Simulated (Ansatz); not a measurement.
# SiGeNH+ (doublet): one geometry, many settings

What do other methods and options give for SiGeNH+ (doublet) at this geometry, and how long do they take?

Program: Ansatz 0.2.0, Gaussian basis. Level of theory: the settings change from run to run. These are calculated values, not measurements.

34 further runs of the same task are left out: 1 for a known fault of the program, 14 that didn't finish, 19 set aside as unsound or not needed. Runs told in other sessions of the task aren't counted.

## (1) The system

The geometry is a PBE0/def2-TZVP stationary point (not a proven minimum) of the parent state, kept for this charge and spin. No spin-orbit coupling is included. The filled d shell of Ge may be among the frozen orbitals whatever the setting's name suggests.

4 atoms, charge 1, spin multiplicity 2.

Atoms are counted from 1 here; the program's logs count them from 0.

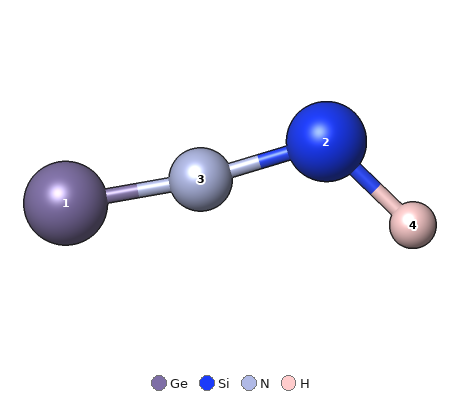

The structure; germanium purple, silicon blue, nitrogen light blue, hydrogen pink; atoms are numbered from 1 in the order of the file.

## (2) MRCISD+Q(1,6)/STO-3G

Input file in.yaml:

```yaml
crystal:
  periodic: [false, false, false]
  atoms:
    - {symbol: Ge, position_ang: [-0.000006, 0.261120, 2.312170]}
    - {symbol: Si, position_ang: [-0.000010, 0.377396, -1.032021]}
    - {symbol: N, position_ang: [0.000040, 0.221404, 0.601446]}
    - {symbol: H, position_ang: [-0.000024, -0.859920, -1.881595]}
basis:
  gaussian: {orbitals: STO-3G}
total_charge: 1
magnetization: {spin_polarized: false, initial_magnetization: 1}
correlation: {method: fic_mrcisd_q, electrons: outside_noble_gas, active_space: {window: {electrons: 1, orbitals: 6}}}
scf: {lower_state_search: off}
```

The run is started by

```sh
$ ansatz run in.yaml --threads 1 --pin off --events-out ev --progress --plain --max-ram 2393MiB
```

The program printed (excerpt; [...] marks lines left out):

```text
Functional definition: HF
  name "HF"
  cite "Fock, Z. Phys. 61, 126 (1930) doi:10.1007/BF01340294"
  parent pbe
[...]
351 factors; integrals over basis functions are off by at most 2.6e-5 eV
[...]
mean field -65074.98470661 eV, -2391.4615785591 hartree, gradient 2.7e-6 eV, S^2 0.750000; 0 other end points of the search recorded, 0 dependent functions left out
reference -65074.98470661 eV, -2391.4615785591 hartree; 27, 26 occupied and 6, 7 virtual orbitals, 351 factors
state -65074.98470661 eV, -2391.4615785591 hartree
contracted CI cycle   1: correlation 0.00000000 eV, 0.0000000000 hartree, residual 1.35e1 eV
contracted CI cycle   2: correlation -3.70739063 eV, -0.1362440925 hartree, residual 3.67e0 eV
contracted CI cycle   3: correlation -4.11454243 eV, -0.1512066453 hartree, residual 1.29e0 eV
contracted CI cycle   4: correlation -4.16658208 eV, -0.1531190673 hartree, residual 3.89e-1 eV
contracted CI cycle   5: correlation -4.17151593 eV, -0.1533003829 hartree, residual 1.33e-1 eV
contracted CI cycle   6: correlation -4.17210010 eV, -0.1533218507 hartree, residual 4.96e-2 eV
contracted CI cycle   7: correlation -4.17217139 eV, -0.1533244707 hartree, residual 1.58e-2 eV
contracted CI cycle   8: correlation -4.17218042 eV, -0.1533248023 hartree, residual 6.51e-3 eV
contracted CI cycle   9: correlation -4.17218196 eV, -0.1533248591 hartree, residual 2.50e-3 eV
contracted CI cycle  10: correlation -4.17218219 eV, -0.1533248675 hartree, residual 9.08e-4 eV
state -65074.98470661 eV, -2391.4615785591 hartree; corrected -65079.68195268 eV, -2391.6341991682 hartree
WARN: 5 active orbitals are nearly empty or full. The corrections depend on them more than the energy does, and are more stable in an active space without them
Total energy: -65079.68195268 eV, -2391.6341991682 hartree
Checks for a lower state left out: stability, starts, cluster_reference, orbital_swaps, neighbouring_geometries, increment
```

Wall time 0.87 s (1 thread of Arm Neoverse V1, shared host).

From the report: 6 determinants; active occupations 1.00, 0.00, 0.00, 0.00, 0.00, 0.00. The report marks this result as in doubt.

## (3) BCCD(T) on UHF/STO-3G

Changes to in.yaml since step 2:

```diff
@@ -10,4 +10,3 @@
 total_charge: 1
-magnetization: {spin_polarized: false, initial_magnetization: 1}
-correlation: {method: fic_mrcisd_q, electrons: outside_noble_gas, active_space: {window: {electrons: 1, orbitals: 6}}}
-scf: {lower_state_search: off}
+magnetization: {spin_polarized: true, initial_magnetization: 1}
+correlation: {method: bccd_t, electrons: outside_noble_gas, diis_vectors: 1}
```

The command is unchanged.

The program printed (excerpt; [...] marks lines left out):

```text
Functional definition: HF
  name "HF"
  cite "Fock, Z. Phys. 61, 126 (1930) doi:10.1007/BF01340294"
  parent pbe
[...]
351 factors; integrals over basis functions are off by at most 2.6e-5 eV
[...]
mean field -65075.06567050 eV, -2391.4645539273 hartree, gradient 2.9e-6 eV, S^2 0.795471; 15 other end points of the search recorded, 0 dependent functions left out
determinant -65075.06567050 eV, -2391.4645539273 hartree, with singles and doubles -65079.58438295 eV, -2391.6306135466 hartree
determinant -65073.95059513 eV, -2391.4235756629 hartree, with singles and doubles -65077.66881168 eV, -2391.5602176010 hartree
determinant -65072.94563869 eV, -2391.3866441951 hartree, with singles and doubles -65076.53372300 eV, -2391.5185038613 hartree
determinant -65072.92185248 eV, -2391.3857700680 hartree, with singles and doubles -65077.25655584 eV, -2391.5450674782 hartree
[...]
determinant -65071.94314361 eV, -2391.3498031806 hartree, with singles and doubles -65076.12415582 eV, -2391.5034525453 hartree
determinant -65071.89715557 eV, -2391.3481131513 hartree, with singles and doubles -65075.16372916 eV, -2391.4681575166 hartree
determinant -65071.66796896 eV, -2391.3396906986 hartree, with singles and doubles -65075.27888688 eV, -2391.4723894846 hartree
20 core orbitals not correlated, not the lowest: weight in the atoms' cores, before any rotation towards them, 0.555 or more for the frozen orbitals, at most 0.392 for the correlated occupied ones
reference -65075.06567050 eV, -2391.4645539273 hartree; 7, 6 occupied and 6, 7 virtual orbitals, 351 factors
second order -4.17547956 eV of doubles, -0.00000000 eV of singles
cycle   1  -4.47804662 eV  change    4.1e-2 eV  update   4.4e-2
[...]
cycle  24  -4.46246780 eV  change    1.1e-5 eV  update   1.1e-5
perturbative correction -0.40396284 eV, -0.0148453607 hartree
Total energy: -65079.93210115 eV, -2391.6433919547 hartree
```

Wall time 4 s (1 thread of Arm Neoverse V1, shared host).

From the report: ⟨S²⟩ of the determinant 0.795 (pure doublet: 0.75); correlation -4.8664 eV; largest double amplitude 0.10.

## (4) CISD/cc-pVDZ

Input file in.yaml:

```yaml
crystal:
  periodic: [false, false, false]
  atoms:
    - {symbol: Ge, position_ang: [-0.000006, 0.261120, 2.312170]}
    - {symbol: Si, position_ang: [-0.000010, 0.377396, -1.032021]}
    - {symbol: N, position_ang: [0.000040, 0.221404, 0.601446]}
    - {symbol: H, position_ang: [-0.000024, -0.859920, -1.881595]}
basis:
  gaussian: {orbitals: cc-pVDZ}
total_charge: 1
magnetization: {spin_polarized: false, initial_magnetization: 1}
correlation: {active_space: {ras: {orbitals: [6, 1, 37], electrons: 13, max_holes: 2, max_particles: 2}, fixed_orbitals: true}}
accuracy: high
scf: {lower_state_search: off}
```

The command is unchanged.

The program printed (excerpt; [...] marks lines left out):

```text
Functional definition: HF
  name "HF"
  cite "Fock, Z. Phys. 61, 126 (1930) doi:10.1007/BF01340294"
  parent pbe
[...]
1307 factors; integrals over basis functions are off by at most 4.4e-9 eV
[...]
mean field -65824.87052170 eV, -2419.0193739727 hartree, gradient 1.9e-8 eV, S^2 0.750000; 0 other end points of the search recorded, 0 dependent functions left out
reference -65824.87052170 eV, -2419.0193739727 hartree; 27, 26 occupied and 37, 38 virtual orbitals, 1307 factors
state -65832.54152389 eV, -2419.3012781037 hartree
Total energy: -65832.54152389 eV, -2419.3012781037 hartree
Checks for a lower state left out: stability, starts, cluster_reference, orbital_swaps, neighbouring_geometries, increment
```

Run time: 7.5 s. Hardware: 1 thread of Arm Neoverse V1, shared host.

From the report: 128,582 determinants.

## (5) NEVPT4(SD)(3,7)/STO-3G

Input file in.yaml:

```yaml
crystal:
  periodic: [false, false, false]
  atoms:
    - {symbol: Ge, position_ang: [-0.000006, 0.261120, 2.312170]}
    - {symbol: Si, position_ang: [-0.000010, 0.377396, -1.032021]}
    - {symbol: N, position_ang: [0.000040, 0.221404, 0.601446]}
    - {symbol: H, position_ang: [-0.000024, -0.859920, -1.881595]}
basis:
  gaussian: {orbitals: STO-3G}
total_charge: 1
magnetization: {spin_polarized: false, initial_magnetization: 1}
correlation: {method: fic_nevpt4_sd, electrons: outside_noble_gas, active_space: {window: {electrons: 3, orbitals: 7}}}
```

The command is unchanged.

The program printed:

```text
Functional definition: HF
  name "HF"
  cite "Fock, Z. Phys. 61, 126 (1930) doi:10.1007/BF01340294"
  parent pbe
  exchange = exact_x
  correlation = 0
351 factors; integrals over basis functions are off by at most 2.6e-5 eV
mean field evaluation 1: about -65067.4346 eV, gradient 4.3e1 eV
mean field evaluation 2: about -65067.4663 eV, gradient 4.3e1 eV
mean field evaluation 4: about -65074.8401 eV, gradient 2.2e0 eV
mean field evaluation 8: about -65074.9866 eV, gradient 9.4e-2 eV
mean field evaluation 16: about -65072.7134 eV, gradient 5.5e-2 eV
mean field evaluation 32: about -65074.9001 eV, gradient 1.7e0 eV
mean field -65074.98470661 eV, -2391.4615785591 hartree, gradient 2.7e-6 eV, S^2 0.750000; 2 other end points of the search recorded, 0 dependent functions left out
reference -65074.98470661 eV, -2391.4615785591 hartree; 27, 26 occupied and 6, 7 virtual orbitals, 351 factors
state -65075.70255980 eV, -2391.4879591771 hartree
state -65075.70255980 eV, -2391.4879591771 hartree; corrected -65079.63199643 eV, -2391.6323633099 hartree
Total energy: -65079.63199643 eV, -2391.6323633099 hartree
```

It took 2.7 s on 1 thread of Arm Neoverse V1, shared host.

From the report: 147 determinants; active occupations 1.93, 0.99, 0.06, 0.01, 0.00, 0.00, 0.00.

## (6) HF (ROHF)/cc-pVDZ

Changes to in.yaml since step 5:

```diff
@@ -8,5 +8,7 @@
 basis:
-  gaussian: {orbitals: STO-3G}
+  gaussian: {orbitals: cc-pVDZ}
 total_charge: 1
 magnetization: {spin_polarized: false, initial_magnetization: 1}
-correlation: {method: fic_nevpt4_sd, electrons: outside_noble_gas, active_space: {window: {electrons: 3, orbitals: 7}}}
+hamiltonian: {xc: hf}
+scf: {lower_state_search: off}
+output: {forces: true, orbitals: {seedname: orbitals}}
```

The command is unchanged.

The program printed (excerpt; [...] marks lines left out):

```text
Functional definition: HF
  name "HF"
  cite "Fock, Z. Phys. 61, 126 (1930) doi:10.1007/BF01340294"
  parent pbe
[...]
692 factors; integrals over basis functions are off by at most 1.3e-3 eV
[...]
mean field -65824.87028345 eV, -2419.0193652171 hartree, gradient 1.8e-6 eV, S^2 0.750000; 0 other end points of the search recorded, 0 dependent functions left out
[...]
reference -65824.87028345 eV, -2419.0193652171 hartree; 27, 26 occupied and 37, 38 virtual orbitals, 692 factors
Total energy: -65824.87028345 eV, -2419.0193652171 hartree
Atom 0 at    -0.000006     0.261120     2.312170 Å, force     0.000036    -0.011625    -0.444223 eV/Å
Atom 1 at    -0.000010     0.377396    -1.032021 Å, force     0.000048    -0.461072     0.805944 eV/Å
Atom 2 at     0.000040     0.221404     0.601446 Å, force    -0.000087     0.186116    -0.441632 eV/Å
Atom 3 at    -0.000024    -0.859920    -1.881595 Å, force     0.000003     0.286581     0.079911 eV/Å
Dipole moment:    -0.000028     0.076035    -0.611361 e Å
Checks for a lower state left out: stability, starts, cluster_reference, orbital_swaps, neighbouring_geometries, increment
```

It took 1.3 s on 1 thread of Arm Neoverse V1, shared host.

## (7) CCSD on ROHF/cc-pVDZ

Changes to in.yaml since step 6:

```diff
@@ -11,4 +11,2 @@
 magnetization: {spin_polarized: false, initial_magnetization: 1}
-hamiltonian: {xc: hf}
-scf: {lower_state_search: off}
-output: {forces: true, orbitals: {seedname: orbitals}}
+correlation: {method: ccsd, electrons: valence}
```

The command is unchanged.

The program printed (excerpt; [...] marks lines left out):

```text
Functional definition: HF
  name "HF"
  cite "Fock, Z. Phys. 61, 126 (1930) doi:10.1007/BF01340294"
  parent pbe
[...]
692 factors; integrals over basis functions are off by at most 1.3e-3 eV
[...]
mean field -65824.87028345 eV, -2419.0193652171 hartree, gradient 1.8e-6 eV, S^2 0.750000; 3 other end points of the search recorded, 0 dependent functions left out
[...]
determinant -65824.87028345 eV, -2419.0193652171 hartree, with singles and doubles -65833.90060478 eV, -2419.3512234051 hartree
determinant -65821.93047331 eV, -2418.9113291874 hartree, with singles and doubles -65831.58106749 eV, -2419.2659819820 hartree
determinant -65821.66875975 eV, -2418.9017113914 hartree, with singles and doubles -65830.39781296 eV, -2419.2224981801 hartree
15 core orbitals not correlated: weight in the atoms' cores, before any rotation towards them, 1.000 or more for the frozen orbitals, at most 0.000 for the correlated occupied ones
reference -65824.87028345 eV, -2419.0193652171 hartree; 12, 11 occupied and 37, 38 virtual orbitals, 692 factors
second order -8.39033376 eV of doubles, -0.04160487 eV of singles
cycle   1  -9.03082643 eV  change   -5.1e-4 eV  update   2.3e-3
[...]
cycle   9  -9.03207606 eV  change    5.1e-6 eV  update   4.0e-6
Total energy: -65833.90235950 eV, -2419.3512878900 hartree
```

It took 14 s on 1 thread of Arm Neoverse V1, shared host.

From the report: correlation -9.0321 eV; T1 0.024; largest double amplitude 0.06.

## (8) BCCD on UHF/cc-pVDZ

Changes to in.yaml since step 7:

```diff
@@ -10,3 +10,4 @@
 total_charge: 1
-magnetization: {spin_polarized: false, initial_magnetization: 1}
-correlation: {method: ccsd, electrons: valence}
+magnetization: {spin_polarized: true, initial_magnetization: 1}
+correlation: {method: bccd, electrons: outside_noble_gas}
+scf: {lower_state_search: light}
```

The command is unchanged.

The program printed (excerpt; [...] marks lines left out):

```text
Functional definition: HF
  name "HF"
  cite "Fock, Z. Phys. 61, 126 (1930) doi:10.1007/BF01340294"
  parent pbe
[...]
692 factors; integrals over basis functions are off by at most 1.3e-3 eV
[...]
mean field -65824.95309897 eV, -2419.0224086314 hartree, gradient 4.5e-6 eV, S^2 0.764597; 8 other end points of the search recorded, 0 dependent functions left out
determinant -65824.95309897 eV, -2419.0224086314 hartree, with singles and doubles -65833.45146514 eV, -2419.3347178277 hartree
determinant -65822.68733584 eV, -2418.9391433721 hartree, with singles and doubles -65831.05454824 eV, -2419.2466327564 hartree
determinant -65822.02032672 eV, -2418.9146312392 hartree, with singles and doubles -65830.71370575 eV, -2419.2341070260 hartree
determinant -65821.77825356 eV, -2418.9057352145 hartree, with singles and doubles -65829.94736114 eV, -2419.2059443808 hartree
determinant -65821.65218254 eV, -2418.9011021900 hartree, with singles and doubles -65829.31085417 eV, -2419.1825531812 hartree
determinant -65821.58475823 eV, -2418.8986243925 hartree, with singles and doubles -65829.90033363 eV, -2419.2042161519 hartree
20 core orbitals not correlated: weight in the atoms' cores, before any rotation towards them, 0.996 or more for the frozen orbitals, at most 0.003 for the correlated occupied ones
reference -65824.95309897 eV, -2419.0224086314 hartree; 7, 6 occupied and 37, 38 virtual orbitals, 692 factors
second order -7.90609230 eV of doubles, -0.00000000 eV of singles
cycle   1  -8.45158709 eV  change    4.7e-2 eV  update   1.9e-2
[...]
cycle  10  -8.46446027 eV  change    1.0e-5 eV  update   9.4e-6
Total energy: -65833.41755923 eV, -2419.3334718087 hartree
```

It took 17 s on 1 thread of Arm Neoverse V1, shared host.

From the report: ⟨S²⟩ of the determinant 0.765 (pure doublet: 0.75); correlation -8.4645 eV; largest double amplitude 0.06.

## (9) MP2 on UHF/cc-pVDZ

Changes to in.yaml since step 8:

```diff
@@ -11,3 +11,3 @@
 magnetization: {spin_polarized: true, initial_magnetization: 1}
-correlation: {method: bccd, electrons: outside_noble_gas}
-scf: {lower_state_search: light}
+correlation: {method: mp2, electrons: outside_noble_gas}
+output: {forces: true}
```

Launched as before.

The program printed (excerpt; [...] marks lines left out):

```text
Functional definition: HF
  name "HF"
  cite "Fock, Z. Phys. 61, 126 (1930) doi:10.1007/BF01340294"
  parent pbe
[...]
692 factors; integrals over basis functions are off by at most 1.3e-3 eV
[...]
mean field -65824.95309897 eV, -2419.0224086314 hartree, gradient 4.5e-6 eV, S^2 0.764597; 3 other end points of the search recorded, 0 dependent functions left out
20 core orbitals not correlated: weight in the atoms' cores, before any rotation towards them, 0.996 or more for the frozen orbitals, at most 0.003 for the correlated occupied ones
reference -65824.95309897 eV, -2419.0224086314 hartree; 7, 6 occupied and 37, 38 virtual orbitals, 692 factors
second order -7.90609230 eV of doubles, -0.00000000 eV of singles
[...]
Total energy: -65832.85919126 eV, -2419.3129521643 hartree
Atom 0 at    -0.000006     0.261120     2.312170 Å, force    -0.000015     0.041395     1.199667 eV/Å
Atom 1 at    -0.000010     0.377396    -1.032021 Å, force    -0.000004     0.060743    -0.540176 eV/Å
Atom 2 at     0.000040     0.221404     0.601446 Å, force     0.000016    -0.098751    -0.644118 eV/Å
Atom 3 at    -0.000024    -0.859920    -1.881595 Å, force     0.000003    -0.003388    -0.015373 eV/Å
Dipole moment:    -0.000020     0.032714    -0.631605 e Å
```

Run time: 6 s. Hardware: 1 thread of Arm Neoverse V1, shared host.

From the report: ⟨S²⟩ of the determinant 0.765 (pure doublet: 0.75).

## (10) NEVPT4(SD)(1,6)/STO-3G

Input file in.yaml:

```yaml
crystal:
  periodic: [false, false, false]
  atoms:
    - {symbol: Ge, position_ang: [-0.000006, 0.261120, 2.312170]}
    - {symbol: Si, position_ang: [-0.000010, 0.377396, -1.032021]}
    - {symbol: N, position_ang: [0.000040, 0.221404, 0.601446]}
    - {symbol: H, position_ang: [-0.000024, -0.859920, -1.881595]}
basis:
  gaussian: {orbitals: STO-3G}
total_charge: 1
magnetization: {spin_polarized: false, initial_magnetization: 1}
correlation: {method: fic_nevpt4_sd, electrons: all, active_space: {window: {electrons: 1, orbitals: 6}}}
scf: {lower_state_search: full}
```

The command is unchanged.

The program printed (excerpt; [...] marks lines left out):

```text
Functional definition: HF
  name "HF"
  cite "Fock, Z. Phys. 61, 126 (1930) doi:10.1007/BF01340294"
  parent pbe
[...]
351 factors; integrals over basis functions are off by at most 2.6e-5 eV
[...]
mean field -65074.98470661 eV, -2391.4615785591 hartree, gradient 2.7e-6 eV, S^2 0.750000; 7 other end points of the search recorded, 0 dependent functions left out
reference -65074.98470661 eV, -2391.4615785591 hartree; 27, 26 occupied and 6, 7 virtual orbitals, 351 factors
state -65074.98470661 eV, -2391.4615785591 hartree
state -65074.98470661 eV, -2391.4615785591 hartree; corrected -65079.59068961 eV, -2391.6308453121 hartree
WARN: 5 active orbitals are nearly empty or full. The corrections depend on them more than the energy does, and are more stable in an active space without them
Total energy: -65079.59068961 eV, -2391.6308453121 hartree
```

Wall time 1.9 s (1 thread of Arm Neoverse V1, shared host).

From the report: 6 determinants; active occupations 1.00, 0.00, 0.00, 0.00, 0.00, 0.00. The report marks this result as in doubt.

## (11) The runs in one table

Where basis and cores are those of an earlier UCCSDT(Q)/cc-pVDZ run (-65833.9172 eV), and the records show the same count of frozen orbitals and kind of state, the miss against it is given; a blank cell means that this couldn't be shown. † marks a result that the program doubts.

| level | correlated | functions | energy (eV) | from UCCSDT(Q) (meV) | time |
| --- | --- | --- | --- | --- | --- |
| MRCISD+Q(1,6)/STO-3G † | outside noble gas | 33 | -65079.6820 |  | 0.87 s |
| BCCD(T) on UHF/STO-3G | outside noble gas | 33 | -65079.9321 |  | 4 s |
| CISD/cc-pVDZ | outside noble gas | 64 | -65832.5415 | 1375.7 | 7.5 s |
| NEVPT4(SD)(3,7)/STO-3G | outside noble gas | 33 | -65079.6320 |  | 2.7 s |
| HF (ROHF)/cc-pVDZ |  | 64 | -65824.8703 | 9047.0 | 1.3 s |
| CCSD on ROHF/cc-pVDZ | valence | 64 | -65833.9024 |  | 14 s |
| BCCD on UHF/cc-pVDZ | outside noble gas | 64 | -65833.4176 | 499.7 | 17 s |
| MP2 on UHF/cc-pVDZ | outside noble gas | 64 | -65832.8592 | 1058.0 | 6 s |
| NEVPT4(SD)(1,6)/STO-3G † | all | 33 | -65079.5907 |  | 1.9 s |

## (12) Outcome

| quantity | value |
| --- | --- |
| runs | 9 |
| quickest | MRCISD+Q(1,6)/STO-3G †, 0.87 s |
| slowest | BCCD on UHF/cc-pVDZ, 17 s |

**Reading.** Total energies in different bases, with other cores or another treatment of relativity can't be set against each other. «valence» and «outside noble gas» are the program's key words; the logs give how many orbitals each freezes, and for Ga to Kr the 3d shell needn't follow the word's plain sense. BCCD on UHF/cc-pVDZ took 19 times as long as MRCISD+Q(1,6)/STO-3G †; the jobs differ in more than the method. Among the correlated runs with a miss given, it spans +500 to +1376 meV. Hartree-Fock, CASSCF and CASCI lack dynamic correlation by design.
